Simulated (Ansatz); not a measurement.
# Σ9 (221) boundary in fcc Al: structure and resistance, part 2 of 3

How much does the Σ9 (221) boundary in fcc Al reflect electrons?

Ansatz 0.2.0; Ansatz plane-wave DFT, LDA, PAW files; relaxation of a bicrystal slab with its lowest layers held; PAW set soft_1 (the session's first sound run).

So far. Step 2 (Relaxing the bicrystal): The largest force component on a free atom ends at 0.020 eV/Å, under the tolerance of 0.03, after 8 steps.

### Step 3. Transmission across the boundary

This step: Ansatz plane-wave DFT, LDA, PAW files; ballistic transport by layer matching (Landauer), zero bias; boundary relaxed in a short slab, bulk layers laid on; PAW set soft_1 (Ansatz 0.2.0).

System of this step: Σ9 (221) boundary in fcc Al. The cell holds 64 atoms: 64 Al. Its edges and angles: a = 2.862 Å, b = 8.587 Å, c = 50.546 Å, α = 90.0°, β = 90.0°, γ = 90.0°. It derives from Al. Regions: lower grain, 26 atoms (26 Al); boundary, 17 atoms (17 Al); upper grain, 21 atoms (21 Al). Vacuum lies along c.

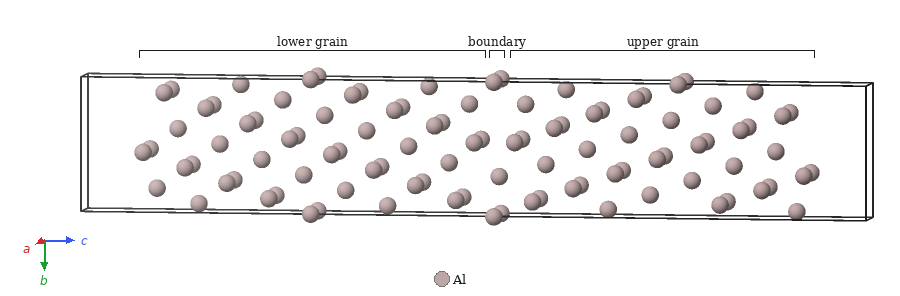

The cell of this step (aluminium light grey). Some periodic images of atoms are drawn too.

input.yaml

```yaml
crystal:
  lattice:
    - [2.862347037, 0.0, 0.0]
    - [0.0, 8.5870411111, 0.0]
    - [0.0, 0.0, 50.5457181391]
  atoms:
    - { symbol: Al, position: [-17.0, -9.4444444443, 0.079136278] }
    - { symbol: Al, position: [-16.5, -9.1666666666, 0.0924838312] }
    - { symbol: Al, position: [-16.0, -8.8888888888, 0.1058313845] }
    - { symbol: Al, position: [-15.5, -8.611111111, 0.1191789378] }
    - { symbol: Al, position: [-15.0, -8.3333333332, 0.1325264911] }
    - { symbol: Al, position: [-14.5, -8.0555555555, 0.1458740444] }
    - { symbol: Al, position: [-14.0, -7.7777777777, 0.1592215977] }
    - { symbol: Al, position: [-13.5, -7.4999999999, 0.172569151] }
    - { symbol: Al, position: [-13.0, -7.2222222221, 0.1859167043] }
    - { symbol: Al, position: [-12.5, -6.9444444444, 0.1992642576] }
    - { symbol: Al, position: [-12.0, -6.6666666666, 0.2126118109] }
    - { symbol: Al, position: [-11.5, -6.3888888888, 0.2259593642] }
    - { symbol: Al, position: [-11.0, -6.111111111, 0.2393069175] }
    - { symbol: Al, position: [-10.5, -5.8333333333, 0.2526544708] }
    - { symbol: Al, position: [-10.0, -5.5555555555, 0.2660020241] }
    - { symbol: Al, position: [-9.5, -5.2777777777, 0.2793495774] }
    - { symbol: Al, position: [-9.0, -4.9999999999, 0.2926971307] }
    - { symbol: Al, position: [-8.5, -4.7222222222, 0.306044684] }
    - { symbol: Al, position: [-8.0, -4.4444444444, 0.3193922373] }
    - { symbol: Al, position: [-7.5, -4.1666666666, 0.3327397906] }
    - { symbol: Al, position: [-7.0, -3.8888888888, 0.3460873439] }
    - { symbol: Al, position: [-6.5, -3.6111111111, 0.3594348971] }
    - { symbol: Al, position: [-6.0, -3.3333333333, 0.3727824504] }
    - { symbol: Al, position: [-5.5, -3.0555555555, 0.3861300037] }
    - { symbol: Al, position: [-5.0, -2.7777777777, 0.399477557] }
    - { symbol: Al, position: [-4.5, -2.5, 0.4128251103] }
    - { symbol: Al, position: [0.0, 0.7777777778, 0.4261726636] }
    - { symbol: Al, position: [0.5, 0.0541182869, 0.4390079882] }
    - { symbol: Al, position: [1.0, 0.3333095768, 0.4504985088] }
    - { symbol: Al, position: [0.5, 0.6184083781, 0.4645024048] }
    - { symbol: Al, position: [0.0, 0.885382564, 0.4774268295] }
    - { symbol: Al, position: [0.5, 0.1804687984, 0.4903993409] }
    - { symbol: Al, position: [0.0, 0.4554637456, 0.5008812523] }
    - { symbol: Al, position: [0.5, 0.7167135158, 0.5283232756] }
    - { symbol: Al, position: [0.0, 0.0038067029, 0.5259989141] }
    - { symbol: Al, position: [0.0, 0.4504859303, 0.5523586537] }
    - { symbol: Al, position: [0.5, 0.1780195138, 0.5618899689] }
    - { symbol: Al, position: [0.0, 0.8897156499, 0.5751710492] }
    - { symbol: Al, position: [0.5, 0.6234857795, 0.587778045] }
    - { symbol: Al, position: [1.0, 0.3409376641, 0.6029556022] }
    - { symbol: Al, position: [0.5, 0.0643770955, 0.613734691] }
    - { symbol: Al, position: [0.0, 0.7872238781, 0.6268882349] }
    - { symbol: Al, position: [0.5, 0.5070001248, 0.6405651029] }
    - { symbol: Al, position: [-5.0, -2.770777653, 0.6539126561] }
    - { symbol: Al, position: [-5.5, -3.0485554307, 0.6672602094] }
    - { symbol: Al, position: [-6.0, -3.3263332085, 0.6806077627] }
    - { symbol: Al, position: [-6.5, -3.6041109863, 0.693955316] }
    - { symbol: Al, position: [-7.0, -3.8818887641, 0.7073028693] }
    - { symbol: Al, position: [-7.5, -4.1596665418, 0.7206504226] }
    - { symbol: Al, position: [-8.0, -4.4374443196, 0.7339979759] }
    - { symbol: Al, position: [-8.5, -4.7152220974, 0.7473455292] }
    - { symbol: Al, position: [-9.0, -4.9929998752, 0.7606930825] }
    - { symbol: Al, position: [-9.5, -5.2707776529, 0.7740406358] }
    - { symbol: Al, position: [-10.0, -5.5485554307, 0.7873881891] }
    - { symbol: Al, position: [-10.5, -5.8263332085, 0.8007357424] }
    - { symbol: Al, position: [-11.0, -6.1041109863, 0.8140832957] }
    - { symbol: Al, position: [-11.5, -6.381888764, 0.827430849] }
    - { symbol: Al, position: [-12.0, -6.6596665418, 0.8407784023] }
    - { symbol: Al, position: [-12.5, -6.9374443196, 0.8541259556] }
    - { symbol: Al, position: [-13.0, -7.2152220974, 0.8674735089] }
    - { symbol: Al, position: [-13.5, -7.4929998751, 0.8808210622] }
    - { symbol: Al, position: [-14.0, -7.7707776529, 0.8941686155] }
    - { symbol: Al, position: [-14.5, -8.0485554307, 0.9075161688] }
    - { symbol: Al, position: [-15.0, -8.3263332085, 0.920863722] }
kpoints:
  mp_grid: { grid: [9, 3, 1] }
hamiltonian:
  xc: lda
  pseudopotentials: { kind: paw, azcp: { folder: soft_1 }, xc_functional: pbe }
scf:
  occupations: { method: fermi_dirac, width: 0.1 }
output:
  transmission:
    leads: [[14, 15], [52, 53]]
    kmesh: [22, 8]
    e_range: [-0.1, 0.1]
    de: 0.05
  write_potential: true
  write_density: true
  volumetric_format: npy
  elf: true
```

Launch:

```console
$ ansatz run input.yaml --threads 4 --pin off --max-ram 15360MiB --backend cpu --events-out ev --progress --plain --runs-dir out
```

Numbers of over 12 decimals in the logs are rounded to 6 here.

What it wrote:

```text
[...]
Crystal: 64 atoms, lattice volume = 1242.368 Å³
Basis set: ecut = 420 eV, 24245 PW (Γ)
Bands: 160, of which v1, the nominal top of the filled ones, is band 96 counted from 1 (95 counted from 0)
Symmetry: 2 space group operations
[...]
k-points: 10 of 27 (time reversal used)
[...]
SCF iter   1: F=—  HF=-32825.143635 eV  |F-HF|=—  |Δ(HF+E_count)|=         —  Δρ=2.11e-2  dr2=1.54e2  ethr=3.10e-3  ⟨swp⟩=8.1  Hψ=8923  notcnv=0  defer=91
[...]
SCF iter   9: F=-32819.207208 eV  HF=-32819.207208 eV  |F-HF|=6.54e-9  |Δ(HF+E_count)|=   1.53e-8  Δρ=3.18e-7  dr2=7.82e-9  ethr=5.21e-11  ⟨swp⟩=29.8  Hψ=9284  notcnv=0
SCF 1 converged in 9 iterations: F = -32819.207208 eV  dr2 = 7.82e-9
[...]
transmission: 228 of 2280 steps passed
transmission: 456 of 2280 steps passed
[...]
transmission: 2280 of 2280 steps passed
SCF converged after 9 iterations
Free energy (F): -32819.207208 eV
[...]
Internal energy: -32818.194067 eV  (E = F + TS)
E sigma→0 (E₀):  -32818.700637 eV
Entropy (-TS):   -1.013141 eV (-15.830 meV/atom)
Fermi energy:    5.979609 eV
[...]
--- Band table (eV; the first three rows and the last of 10) ---
  k-point 0: bands = [... 92 lower, 5.7058, 5.8450, 5.9395, 6.0228, 6.2532, 6.3383, 6.3680, 6.4787, ... 60 higher]
  k-point 1: bands = [... 92 lower, 6.1960, 6.3607, 6.4576, 6.5515, 6.5922, 6.7306, 6.8958, 6.9628, ... 60 higher]
  k-point 2: bands = [... 92 lower, 5.8974, 6.0420, 6.1409, 6.2111, 6.4289, 6.5342, 6.5679, 6.6669, ... 60 higher]
  k-point 9: bands = [... 92 lower, 5.0019, 5.0391, 5.0974, 5.1413, 5.2201, 5.2865, 5.3178, 5.4572, ... 60 higher]
--- Transmission ---
  basis      : 217 plane waves across, 38 finite elements along
  points     : 60, standing for a mesh of 22 x 8
  energies   : 5 from -0.100000 to 0.100000 eV about the Fermi level, 0.050000 eV apart; the leads are filled to 0.000000 eV, and channels, transmission and decay are at 0.000000 eV
  crystal 0  : Al4, at the sites [14, 15], period 2.6986 Å, over 18.22 Å; its Hamiltonian steps by up to 34.8 meV: too much for a lead, lay more layers or, if its atoms are ordered, name the step of that order
    offset         : up to 0.0000 Å between an atom of the period and one for which it stands
    channels       : 4.687500e0 a spin
    conductance    : none, the energies end too early or step too widely for 300 K: set another output.transmission.e_range or a lower de, or, where they end at an eighth of basis.ecutwfc, a higher one
[...]
channels       : 4.642045e0 a spin
[...]
junction   : crystal 0 to crystal 1, 13.11 to 37.44 Å
    transmission   : 3.119033e0 a spin
[...]
```

It took 8.7 min on 4 threads of Arm Neoverse V1, shared host; peak memory 4.6 GiB; 33 min of CPU time.

The column dr2 measures how far the density is from self-consistency, as an energy; F and HF (Harris–Foulkes) agree once it is small.

Numbers from this step:

* free energy: -32819.2072 eV
* energy at zero smearing: -32818.7006 eV
* Fermi energy: 5.980 eV
* cell area: 24.58 Å²
* transmission per spin nearest the Fermi level: 3.119
* open channels per spin nearest the Fermi level: 4.688
* open channels per spin, upper lead: 4.642
* step of the lead's potential: 34.8 meV
* step of the upper lead's potential: 37.4 meV

Per spin. Table of transmission, zone mean by energy, zero at the Fermi level:

| energy (eV) | transmission, zone mean |
| --- | --- |
| -0.1000 | 3.11 |
| -0.0500 | 3.14 |
| 0.0000 | 3.12 |
| 0.0500 | 3.20 |
| 0.1000 | 3.23 |

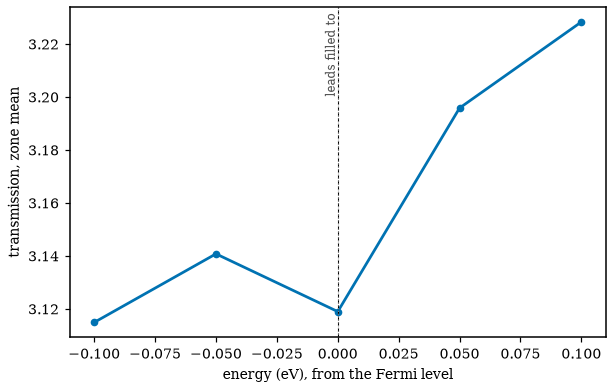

Transmission, zone mean against energy.

Per spin. The open channels, zone mean by energy, zero at the Fermi level:

| energy (eV) | lead | upper lead |
| --- | --- | --- |
| -0.1000 | 4.60 | 4.60 |
| -0.0500 | 4.57 | 4.59 |
| 0.0000 | 4.69 | 4.64 |
| 0.0500 | 4.80 | 4.78 |
| 0.1000 | 4.81 | 4.84 |

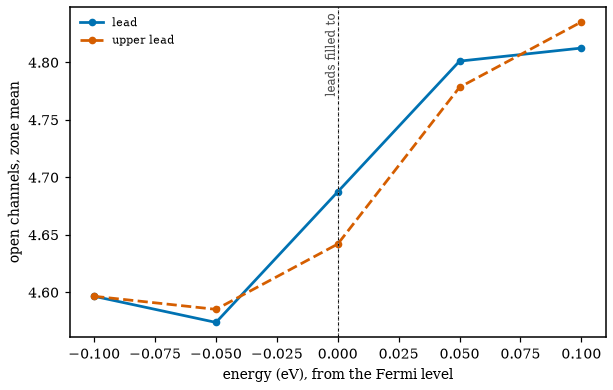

Open channels, zone mean, plotted against energy.

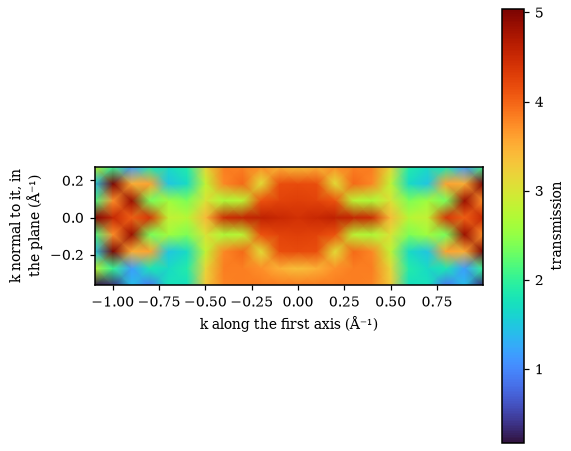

Transmission over k1 and k2. At 0.0000 eV from the Fermi level.

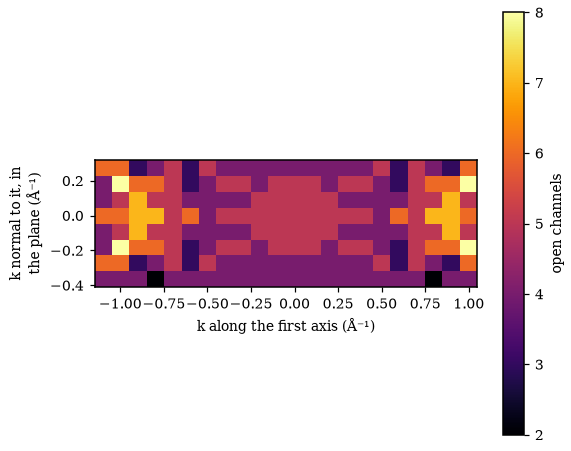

Open channels over k1 and k2. At 0.0000 eV from the Fermi level.

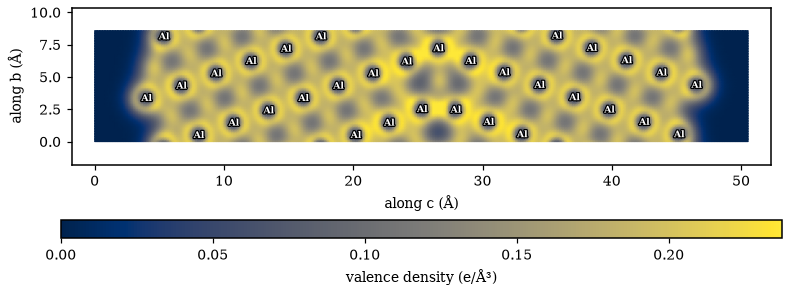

Valence density in the cb plane at fractional x = 0.000, with atoms of Al within 0.2 Å of it. It is the smooth field of the valence electrons, not physical close to the nuclei. The map starts off the cell's origin, so that atoms lie inside it.

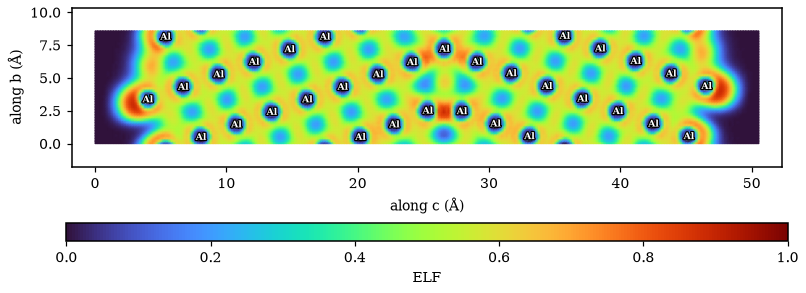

ELF in the cb plane at fractional x = 0.000, with atoms of Al within 0.2 Å of it. It is the smooth field of the valence electrons, not physical close to the nuclei. The map starts off the cell's origin, so that atoms lie inside it.

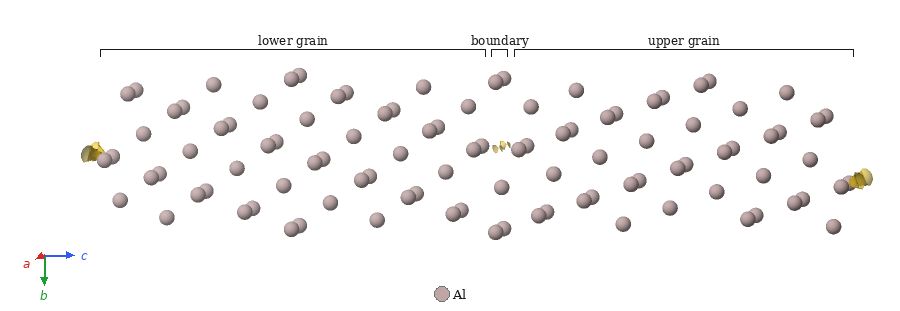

Surface of ELF = 0.85.

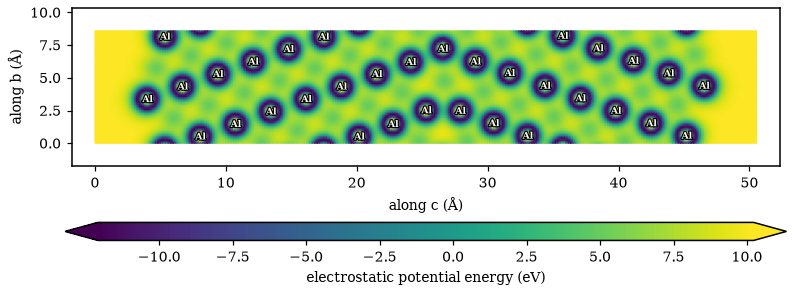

Electrostatic potential energy in the cb plane at fractional x = 0.000, with atoms of Al within 0.2 Å of it. With pseudopotentials it is smooth inside the atoms' cores, unlike the true potential. The map starts off the cell's origin, so that atoms lie inside it.

Over the solved energies the transmission per spin lies between 3.11 and 3.23, out of 4.69 channels of the lead on average (up to 4.81). The log calls the step of a lead's potential too much.

### Step 4. Specific resistance

This step: Ansatz plane-wave DFT, LDA, PAW files; ballistic transport by layer matching (Landauer), zero bias; specific resistance of the boundary; PAW set soft_1 (Ansatz 0.2.0).

Numbers from this step:

```
area resistance                      : 0.3277 fΩ m²
T over the leads' mean channel count : 0.6736
```

Averaged over the energies near the Fermi level, 67.4 % of the channels pass, which makes 0.328 fΩ m².

By hand, with T and the leads' channels N averaged over the energies near the Fermi level: RA = A (h/2e²)(1/T − ½[1/N₁ + 1/N₂]) = 24.58×10⁻²⁰ m² × 12 906 Ω × (1/3.160 − ½[1/4.694 + 1/4.688]) = 0.328 fΩ m².

[end of part 2 of 3]

[Logs are printed without paths, hosts, clocks, repeated set-up lines and the standing remarks that a program may print on its own settings, such as how far it seeks lower states.]

[Hosts, paths, dates, database ids (printed as entryN), source tags and the programs' standing remarks are cut or masked in the printed files.]
